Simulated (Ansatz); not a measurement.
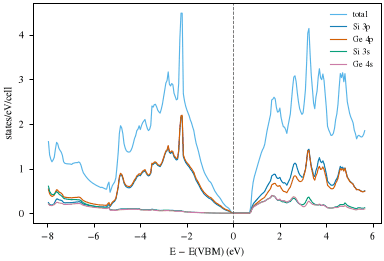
*Total and projected density of states of SiGe (wurtzite, P6_3mc), the program Ansatz at the r²SCAN level (PAW)*

Problem. Which orbitals carry the states next to the gap?

Solution. Top 1 eV of the valence band: Ge 4p 52 %, Si 3p 46 %. Bottom 1 eV of the conduction band: Si 3p 32 %, Ge 4p 23 %, Si 3s 17 %, Ge 4s 17 %, outside the projected shells 10 %. Projections are on Löwdin-orthogonalised atomic valence shells; empty p or d shells of many metals are not among them.

Problem. Where is the tallest occupied peak in this window, and what makes it?

Solution. Near -2.2 eV, about 4.5 states/eV per cell; the largest projected share is Ge 4p.

The workflow started from a Materials Project entry (that database holds measured and hypothetical structures alike); the Crystallography Open Database copy checked does not list it. Whether it is the stable phase at ambient conditions was not checked. The cell was relaxed with r²SCAN under the symmetry of its start; its stability against distortions is not shown here. Spin–orbit coupling is left out wherever it is not named.

Potentials: the later of the program's two PAW sets.
